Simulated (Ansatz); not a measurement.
# NH3 (singlet): one geometry, many settings at scale of all distances = 1.000

What do other methods and options give for NH3 (singlet) at this geometry, and how long do they take?

The runs use Ansatz 0.2.0, Gaussian basis; the settings change from run to run.

14 further runs of the same task are left out: 3 for a known fault of the program, 9 that didn't finish, 2 set aside as unsound or not needed.

### 1 What is computed

The geometry derives from a PBE0/def2-TZVP stationary point (not a proven minimum). All distances are scaled together.

4 atoms, charge 0, spin multiplicity 1.

Atoms are counted from 1 here; the program's logs count them from 0.

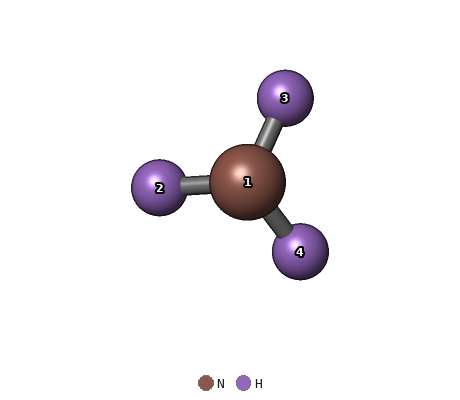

The structure; nitrogen brown, hydrogen purple; atoms are numbered from 1 in the order of the file.

### 2 HF/def2-mTZVP

The input, in.yaml:

```yaml
crystal:
  periodic: [false, false, false]
  atoms:
    - {symbol: N, position_ang: [0.000346, -0.000071, -0.066679]}
    - {symbol: H, position_ang: [0.938533, 0.012953, 0.313733]}
    - {symbol: H, position_ang: [-0.482601, 0.808210, 0.305505]}
    - {symbol: H, position_ang: [-0.460745, -0.820176, 0.307354]}
basis:
  gaussian: {orbitals: def2-mTZVP}
magnetization: {spin_polarized: false}
hamiltonian: {xc: hf}
output: {orbitals: {seedname: orbitals}}
```

Command:

```sh
$ ansatz run in.yaml --threads 1 --pin off --events-out ev --progress --plain --max-ram 2393MiB
```

The program printed:

```text
Functional definition: HF
  name "HF"
  cite "Fock, Z. Phys. 61, 126 (1930) doi:10.1007/BF01340294"
  parent pbe
  exchange = exact_x
  correlation = 0
320 factors; their error is unknown
mean field evaluation 1: about -1527.6559 eV, gradient 3.0e1 eV
mean field evaluation 2: about -1528.9985 eV, gradient 1.6e1 eV
mean field evaluation 4: about -1529.4818 eV, gradient 2.4e-1 eV
mean field evaluation 8: about -1529.4979 eV, gradient 1.3e-1 eV
mean field -1529.49795388 eV, -56.2080130740 hartree, gradient 2.4e-5 eV, S^2 0.000000; 0 other end points of the search recorded, 0 dependent functions left out
reference -1529.49795388 eV, -56.2080130740 hartree; 5, 5 occupied and 23, 23 virtual orbitals, 320 factors
Total energy: -1529.49795388 eV, -56.2080130740 hartree
```

Run time: 0.09 s. Hardware: 1 thread of Arm Neoverse V1, shared host.

### 3 NEVPT2(6,5)/def2-SVP

Changes to in.yaml since step 2:

```diff
@@ -8,5 +8,4 @@
 basis:
-  gaussian: {orbitals: def2-mTZVP}
-magnetization: {spin_polarized: false}
-hamiltonian: {xc: hf}
-output: {orbitals: {seedname: orbitals}}
+  gaussian: {orbitals: def2-SVP}
+correlation: {method: sc_nevpt2, electrons: valence, active_space: {window: {electrons: 6, orbitals: 5}}}
+accuracy: high
```

The command is unchanged.

The program printed:

```text
Functional definition: HF
  name "HF"
  cite "Fock, Z. Phys. 61, 126 (1930) doi:10.1007/BF01340294"
  parent pbe
  exchange = exact_x
  correlation = 0
620 factors; integrals over basis functions are off by at most 2.4e-9 eV
mean field evaluation 1: about -1526.3589 eV, gradient 2.7e1 eV
mean field evaluation 2: about -1526.3586 eV, gradient 2.7e1 eV
mean field evaluation 4: about -1527.8765 eV, gradient 1.5e0 eV
mean field evaluation 8: about -1527.8855 eV, gradient 9.4e-3 eV
mean field -1527.88547304 eV, -56.1487554963 hartree, gradient 8.0e-8 eV, S^2 0.000000; 0 other end points of the search recorded, 0 dependent functions left out
reference -1527.88547304 eV, -56.1487554963 hartree; 5, 5 occupied and 24, 24 virtual orbitals, 620 factors
state -1529.04032290 eV, -56.1911954458 hartree
state -1529.04032290 eV, -56.1911954458 hartree; corrected -1532.85889213 eV, -56.3315252766 hartree
Total energy: -1532.85889213 eV, -56.3315252766 hartree
```

It took 0.78 s on 1 thread of Arm Neoverse V1, shared host.

From the report: 100 determinants; active occupations 2.00, 1.98, 1.98, 0.02, 0.02.

### 4 BCCD(T) on UHF/6-31G

Changes to in.yaml since step 3:

```diff
@@ -8,4 +8,5 @@
 basis:
-  gaussian: {orbitals: def2-SVP}
-correlation: {method: sc_nevpt2, electrons: valence, active_space: {window: {electrons: 6, orbitals: 5}}}
-accuracy: high
+  gaussian: {orbitals: 6-31G, point_charges: [{charge: -1.00, position_ang: [5.805, 0.451, -0.888]}]}
+magnetization: {spin_polarized: true, initial_magnetization: 0}
+correlation: {method: bccd_t, electrons: all}
+output: {forces: true}
```

Launched as before.

The program printed, shortened:

```text
Functional definition: HF
  name "HF"
  cite "Fock, Z. Phys. 61, 126 (1930) doi:10.1007/BF01340294"
  parent pbe
[...]
228 factors; integrals over basis functions are off by at most 2.9e-4 eV
[...]
mean field -1528.22878504 eV, -56.1613719794 hartree, gradient 3.2e-6 eV, S^2 0.000000; 0 other end points of the search recorded, 0 dependent functions left out
reference -1528.22878504 eV, -56.1613719794 hartree; 5, 5 occupied and 10, 10 virtual orbitals, 228 factors
second order -3.18201252 eV of doubles, -0.00000000 eV of singles
cycle   1  -3.39430523 eV  change   -2.1e-1 eV  update   3.6e-2
[...]
cycle   9  -3.52546116 eV  change    4.8e-7 eV  update   1.5e-6
perturbative correction -0.04106502 eV, -0.0015091115 hartree
[...]
Total energy: -1531.79531121 eV, -56.2924393990 hartree
Atom 0 at     0.000346    -0.000071    -0.066679 Å, force    -0.108257    -0.013850     0.521641 eV/Å
Atom 1 at     0.938533     0.012953     0.313733 Å, force     0.751522     0.021976    -0.310878 eV/Å
Atom 2 at    -0.482601     0.808210     0.305505 Å, force    -0.324125     0.600640    -0.130466 eV/Å
Atom 3 at    -0.460745    -0.820176     0.307354 Å, force    -0.317642    -0.608189    -0.118489 eV/Å
Dipole moment:     0.037056     0.003059     0.462364 e Å
```

It took 0.48 s on 1 thread of Arm Neoverse V1, shared host.

From the report: ⟨S²⟩ of the determinant 0.000 (pure singlet: 0.00); correlation -3.5665 eV; largest double amplitude 0.06.

### 5 BCCD(T)/6-31G

Changes to in.yaml since step 4:

```diff
@@ -8,5 +8,7 @@
 basis:
-  gaussian: {orbitals: 6-31G, point_charges: [{charge: -1.00, position_ang: [5.805, 0.451, -0.888]}]}
-magnetization: {spin_polarized: true, initial_magnetization: 0}
+  gaussian: {orbitals: 6-31G}
+magnetization: {spin_polarized: false}
+hamiltonian: {xc: {name: PBE0}}
 correlation: {method: bccd_t, electrons: all}
+scf: {omitted_lower_state_checks: [cluster_reference]}
 output: {forces: true}
```

The command is unchanged.

The program printed, shortened:

```text
Functional definition: PBE0
  name "PBE0"
  cite "Adamo & Barone, J. Chem. Phys. 110, 6158 (1999) doi:10.1063/1.478522"
  cite "Perdew, Burke & Ernzerhof, Phys. Rev. Lett. 77, 3865 (1996) doi:10.1103/PhysRevLett.77.3865"
  parent pbe
[...]
228 factors; integrals over basis functions are off by at most 2.9e-4 eV
[...]
mean field -1536.29833249 eV, -56.4579223786 hartree, gradient 1.8e-6 eV, S^2 0.000000; 0 other end points of the search recorded, 0 dependent functions left out
reference -1528.19540172 eV, -56.1601451653 hartree; 5, 5 occupied and 10, 10 virtual orbitals, 228 factors
second order -3.21036923 eV of doubles, -0.03465868 eV of singles
cycle   1  -3.42897227 eV  change   -1.9e-1 eV  update   3.6e-2
[...]
cycle   8  -3.55889786 eV  change    5.8e-7 eV  update   6.3e-6
perturbative correction -0.04098970 eV, -0.0015063437 hartree
[...]
Total energy: -1531.79528928 eV, -56.2924385930 hartree
Atom 0 at     0.000346    -0.000071    -0.066679 Å, force    -0.002476     0.000509     0.477872 eV/Å
Atom 1 at     0.938533     0.012953     0.313733 Å, force     0.677336     0.008914    -0.155789 eV/Å
Atom 2 at    -0.482601     0.808210     0.305505 Å, force    -0.345294     0.581179    -0.161707 eV/Å
Atom 3 at    -0.460745    -0.820176     0.307354 Å, force    -0.329567    -0.590602    -0.160376 eV/Å
Dipole moment:    -0.002413     0.000495     0.464566 e Å
Checks for a lower state left out: cluster_reference
```

Run time: 0.54 s. Hardware: 1 thread of Arm Neoverse V1, shared host.

From the report: correlation -3.5999 eV; largest double amplitude 0.06.

### 6 BCCD(T) on RHF/cc-pVTZ-DK

Changes to in.yaml since step 5:

```diff
@@ -8,7 +8,4 @@
 basis:
-  gaussian: {orbitals: 6-31G}
+  gaussian: {orbitals: cc-pVTZ-DK}
 magnetization: {spin_polarized: false}
-hamiltonian: {xc: {name: PBE0}}
-correlation: {method: bccd_t, electrons: all}
-scf: {omitted_lower_state_checks: [cluster_reference]}
-output: {forces: true}
+correlation: {method: bccd_t, electrons: outside_noble_gas, diis_vectors: 1}
```

Same command.

The program printed, shortened:

```text
Functional definition: HF
  name "HF"
  cite "Fock, Z. Phys. 61, 126 (1930) doi:10.1007/BF01340294"
  parent pbe
[...]
403 factors; integrals over basis functions are off by at most 1.1e-3 eV
[...]
mean field -1530.54767747 eV, -56.2465897044 hartree, gradient 9.8e-6 eV, S^2 0.000000; 0 other end points of the search recorded, 0 dependent functions left out
1 core orbitals not correlated: weight in the atoms' cores, before any rotation towards them, 1.000 or more for the frozen orbitals, at most 0.000 for the correlated occupied ones
reference -1530.54767747 eV, -56.2465897044 hartree; 4, 4 occupied and 67, 67 virtual orbitals, 403 factors
second order -6.39947017 eV of doubles, -0.00000000 eV of singles
cycle   1  -6.58759450 eV  change   -1.9e-1 eV  update   3.8e-2
[...]
cycle  13  -6.73431666 eV  change    4.0e-6 eV  update   4.7e-6
perturbative correction -0.21501662 eV, -0.0079017149 hartree
Total energy: -1537.49701074 eV, -56.5019729918 hartree
Relativity: scalar
```

Run time: 0.96 s. Hardware: 1 thread of Arm Neoverse V1, shared host.

From the report: correlation -6.9493 eV; largest double amplitude 0.04.

### 7 CCSD(T)/6-31G

Changes to in.yaml since step 6:

```diff
@@ -8,4 +8,6 @@
 basis:
-  gaussian: {orbitals: cc-pVTZ-DK}
-magnetization: {spin_polarized: false}
-correlation: {method: bccd_t, electrons: outside_noble_gas, diis_vectors: 1}
+  gaussian: {orbitals: 6-31G}
+magnetization: {spin_polarized: true, initial_magnetization: 0}
+hamiltonian: {xc: {name: PBE}}
+correlation: {method: ccsd_t, electrons: valence}
+accuracy: high
```

The command is unchanged.

The program printed, shortened:

```text
Functional definition: PBE
  name "PBE"
  cite "Perdew, Burke & Ernzerhof, Phys. Rev. Lett. 77, 3865 (1996) doi:10.1103/PhysRevLett.77.3865"
  parent pbe
[...]
351 factors; integrals over basis functions are off by at most 9.2e-9 eV
[...]
mean field -1536.12711594 eV, -56.4516302866 hartree, gradient 7.2e-8 eV, S^2 0.000000; 0 other end points of the search recorded, 0 dependent functions left out
1 core orbitals not correlated: weight in the atoms' cores, before any rotation towards them, 1.000 or more for the frozen orbitals, at most 0.000 for the correlated occupied ones
reference -1528.16282836 eV, -56.1589481163 hartree; 4, 4 occupied and 10, 10 virtual orbitals, 351 factors
second order -3.19458375 eV of doubles, -0.04618318 eV of singles
cycle   1  -3.41468618 eV  change   -1.8e-1 eV  update   3.5e-2
[...]
cycle  17  -3.54441817 eV  change   3.4e-10 eV  update  8.7e-10
perturbative correction -0.04189973 eV, -0.0015397867 hartree
Total energy: -1531.74914626 eV, -56.2907428682 hartree
```

It took 1 s on 1 thread of Arm Neoverse V1, shared host.

From the report: ⟨S²⟩ of the determinant 0.000 (pure singlet: 0.00); correlation -3.5863 eV; T1 0.005; largest double amplitude 0.06. The orbitals are Kohn-Sham ones, so correlation energy and T1 don't compare with those on Hartree-Fock orbitals.

### 8 BCCD/6-31G

Changes to in.yaml since step 7:

```diff
@@ -8,6 +8,6 @@
 basis:
-  gaussian: {orbitals: 6-31G}
+  gaussian: {orbitals: 6-31G, point_charges: [{charge: 0.50, position_ang: [5.926, 0.622, -0.118]}]}
 magnetization: {spin_polarized: true, initial_magnetization: 0}
-hamiltonian: {xc: {name: PBE}}
-correlation: {method: ccsd_t, electrons: valence}
-accuracy: high
+hamiltonian: {xc: {name: r2SCAN}}
+correlation: {method: bccd, electrons: valence}
+output: {forces: true}
```

Launched as before.

The program printed, shortened:

```text
Functional definition: r2SCAN
  name "r2SCAN"
  cite "Furness, Kaplan, Ning, Perdew & Sun, J. Phys. Chem. Lett. 11, 8208 (2020) doi:10.1021/acs.jpclett.0c02405"
  cite "Furness, Kaplan, Ning, Perdew & Sun, J. Phys. Chem. Lett. 11, 9248 (2020) doi:10.1021/acs.jpclett.0c03077"
  parent r2scan
[...]
228 factors; integrals over basis functions are off by at most 2.9e-4 eV
[...]
mean field -1537.15299144 eV, -56.4893305157 hartree, gradient 9.4e-7 eV, S^2 0.000000; 0 other end points of the search recorded, 0 dependent functions left out
1 core orbitals not correlated: weight in the atoms' cores, before any rotation towards them, 1.000 or more for the frozen orbitals, at most 0.000 for the correlated occupied ones
reference -1528.18506583 eV, -56.1597653281 hartree; 4, 4 occupied and 10, 10 virtual orbitals, 228 factors
second order -3.17594062 eV of doubles, -0.02662248 eV of singles
cycle   1  -3.39284428 eV  change   -1.9e-1 eV  update   3.6e-2
[...]
cycle   8  -3.52281079 eV  change    3.9e-7 eV  update   2.3e-6
[...]
Total energy: -1531.70787662 eV, -56.2892262368 hartree
Atom 0 at     0.000346    -0.000071    -0.066679 Å, force     0.043166     0.010599     0.523705 eV/Å
Atom 1 at     0.938533     0.012953     0.313733 Å, force     0.619872     0.000136    -0.109404 eV/Å
Atom 2 at    -0.482601     0.808210     0.305505 Å, force    -0.343820     0.545901    -0.196331 eV/Å
Atom 3 at    -0.460745    -0.820176     0.307354 Å, force    -0.322508    -0.557193    -0.201431 eV/Å
Dipole moment:    -0.022598    -0.001160     0.465710 e Å
```

Wall time 1.4 s (1 thread of Arm Neoverse V1, shared host).

From the report: ⟨S²⟩ of the determinant 0.000 (pure singlet: 0.00); correlation -3.5228 eV; largest double amplitude 0.06.

### 9 BCCD(T)/x2c-TZVPPall

The input, in.yaml:

```yaml
crystal:
  periodic: [false, false, false]
  atoms:
    - {symbol: N, position_ang: [0.000346, -0.000071, -0.066679]}
    - {symbol: H, position_ang: [0.938533, 0.012953, 0.313733]}
    - {symbol: H, position_ang: [-0.482601, 0.808210, 0.305505]}
    - {symbol: H, position_ang: [-0.460745, -0.820176, 0.307354]}
basis:
  gaussian: {orbitals: x2c-TZVPPall}
magnetization: {spin_polarized: false}
hamiltonian: {xc: {name: r2SCAN}}
correlation: {method: bccd_t, electrons: all}
```

Launched as before.

The program printed, shortened:

```text
Functional definition: r2SCAN
  name "r2SCAN"
  cite "Furness, Kaplan, Ning, Perdew & Sun, J. Phys. Chem. Lett. 11, 8208 (2020) doi:10.1021/acs.jpclett.0c02405"
  cite "Furness, Kaplan, Ning, Perdew & Sun, J. Phys. Chem. Lett. 11, 9248 (2020) doi:10.1021/acs.jpclett.0c03077"
  parent r2scan
[...]
416 factors; integrals over basis functions are off by at most 1.1e-3 eV
[...]
mean field -1539.56149815 eV, -56.5778415047 hartree, gradient 3.2e-6 eV, S^2 0.000000; 0 other end points of the search recorded, 0 dependent functions left out
reference -1530.51174101 eV, -56.2452690639 hartree; 5, 5 occupied and 68, 68 virtual orbitals, 416 factors
second order -7.03455140 eV of doubles, -0.11256708 eV of singles
cycle   1  -7.23002556 eV  change   -8.6e-2 eV  update   4.1e-2
[...]
cycle   8  -7.38570630 eV  change    6.7e-7 eV  update   5.1e-6
perturbative correction -0.21826177 eV, -0.0080209721 hartree
Total energy: -1538.11570907 eV, -56.5247097362 hartree
Relativity: scalar
```

Run time: 2.1 s. Hardware: 1 thread of Arm Neoverse V1, shared host.

From the report: correlation -7.6040 eV; largest double amplitude 0.05.

### 10 CCSDT(Q) on UHF/6-31G

Changes to in.yaml since step 9:

```diff
@@ -8,5 +8,5 @@
 basis:
-  gaussian: {orbitals: x2c-TZVPPall}
-magnetization: {spin_polarized: false}
-hamiltonian: {xc: {name: r2SCAN}}
-correlation: {method: bccd_t, electrons: all}
+  gaussian: {orbitals: 6-31G}
+magnetization: {spin_polarized: true, initial_magnetization: 0}
+correlation: {method: ccsdt_q, electrons: outside_noble_gas}
+scf: {lower_state_search: off}
```

The command is unchanged.

The program printed, shortened:

```text
Functional definition: HF
  name "HF"
  cite "Fock, Z. Phys. 61, 126 (1930) doi:10.1007/BF01340294"
  parent pbe
[...]
345 factors; integrals over basis functions are off by at most 2.0e-8 eV
[...]
mean field -1528.22880162 eV, -56.1613725890 hartree, gradient 3.1e-6 eV, S^2 0.000000; 0 other end points of the search recorded, 0 dependent functions left out
1 core orbitals not correlated: weight in the atoms' cores, before any rotation towards them, 1.000 or more for the frozen orbitals, at most 0.000 for the correlated occupied ones
reference -1528.22880162 eV, -56.1613725890 hartree; 4, 4 occupied and 10, 10 virtual orbitals, 345 factors
second order -3.15055285 eV of doubles, -0.00000000 eV of singles
cycle   1  -3.36348187 eV  change   -2.1e-1 eV  update   3.9e-2
[...]
cycle  11  -3.54160552 eV  change    3.3e-8 eV  update   2.4e-7
perturbative correction -0.00808379 eV, -0.0002970739 hartree
Total energy: -1531.77849094 eV, -56.2918212654 hartree
Checks for a lower state left out: stability, starts, cluster_reference, orbital_swaps, neighbouring_geometries, increment
```

Wall time 2 s (1 thread of Arm Neoverse V1, shared host).

From the report: ⟨S²⟩ of the determinant 0.000 (pure singlet: 0.00); correlation -3.5497 eV; T1 0.006; largest double amplitude 0.06.

### 11 The runs in one table

Where basis and cores are those of an earlier FCI/6-31G run (-1531.7785 eV), and the state is the same kind, the miss against it is given.

| level | correlated | functions | energy (eV) | from FCI (meV) | time |
| --- | --- | --- | --- | --- | --- |
| HF/def2-mTZVP |  | 28 | -1529.4980 |  | 0.09 s |
| NEVPT2(6,5)/def2-SVP | valence | 29 | -1532.8589 |  | 0.78 s |
| BCCD(T) on UHF/6-31G (beside a point charge) | all | 15 | -1531.7953 |  | 0.48 s |
| BCCD(T)/6-31G (on PBE0 orbitals) | all | 15 | -1531.7953 |  | 0.54 s |
| BCCD(T) on RHF/cc-pVTZ-DK | outside noble gas | 72 | -1537.4970 |  | 0.96 s |
| CCSD(T)/6-31G (on PBE orbitals) | valence | 15 | -1531.7491 | 29.4 | 1 s |
| BCCD/6-31G (beside a point charge, on r2SCAN orbitals) | valence | 15 | -1531.7079 |  | 1.4 s |
| BCCD(T)/x2c-TZVPPall (on r2SCAN orbitals) | all | 73 | -1538.1157 |  | 2.1 s |
| CCSDT(Q) on UHF/6-31G | outside noble gas | 15 | -1531.7785 | 0.1 | 2 s |

### 12 Outcome

| quantity | value |
| --- | --- |
| runs | 9 |
| quickest | HF/def2-mTZVP, 0.09 s |
| slowest | BCCD(T)/x2c-TZVPPall (on r2SCAN orbitals), 2.1 s |

What this shows: Total energies in different bases, with other cores or another treatment of relativity can't be set against each other. BCCD(T)/x2c-TZVPPall (on r2SCAN orbitals) took 23 times as long as HF/def2-mTZVP; the jobs differ in more than the method. Among the correlated runs with a miss given, it spans +0 to +29 meV. Cores frozen from Kohn-Sham orbitals shift the total energy.
